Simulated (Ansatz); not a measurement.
# Computed energy against volume: Ti (hcp, Mg type)

Ti (hcp, Mg type), conventional cell a = b = 2.9004 Å, c = 4.5902 Å, α = β = 90.00°, γ = 120.00°. The calculation uses the primitive cell of 2 atoms, to which meshes and values per cell refer.

E(V) scan at fixed shape, V₀ the volume above. Symmetry pins the atoms to their sites.

Level of theory: PBEsol (plane waves to 420 eV, PAW, scalar-relativistic; Ansatz, a program for electronic structure). k mesh 18×18×10 (Γ-centred), Fermi-Dirac smearing 0.05 eV. The energy includes the smearing's −TS. With the shape held, the modulus is that of even scaling; a crystal free to change shape is softer. The PAW data are Ansatz's earlier set. Ti is run without spin polarisation. Ti was relaxed with its symmetry unable to fall. The zero of ΔE is the relaxed starting cell.

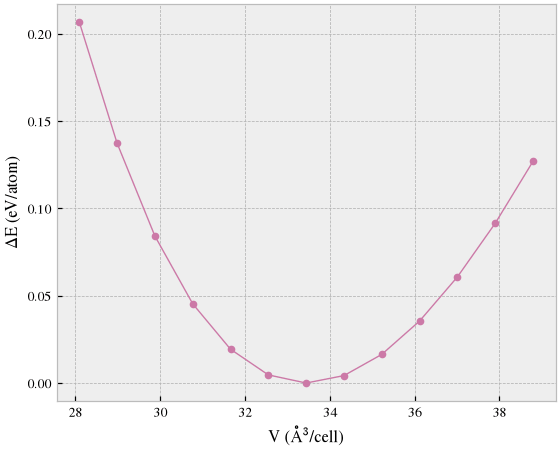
Fig. 1. ΔE (eV/atom) against V (Å³/cell); one marker a computed point.

The pressure derivative B₀′ (fit) comes out as 3.5, the energy cost of the largest compression is 207 meV/atom and the pressure at the smallest volume is 28.1 GPa. The equilibrium volume of the fit is 16.72 Å³/atom and the bulk modulus at fixed cell shape B₀ (third-order Birch-Murnaghan fit) is 119 GPa.

Check by three points about V = 16.721 Å³/atom, step 0.892: d²E/dV² ≈ (19 − 2·0 + 16) meV / 0.892² = 0.0440 eV/Å⁶, and V·d²E/dV² × 160.2 = 118 GPa.

(Under strain, the slope of the energy per volume gives the stress and its curvature an elastic modulus.)
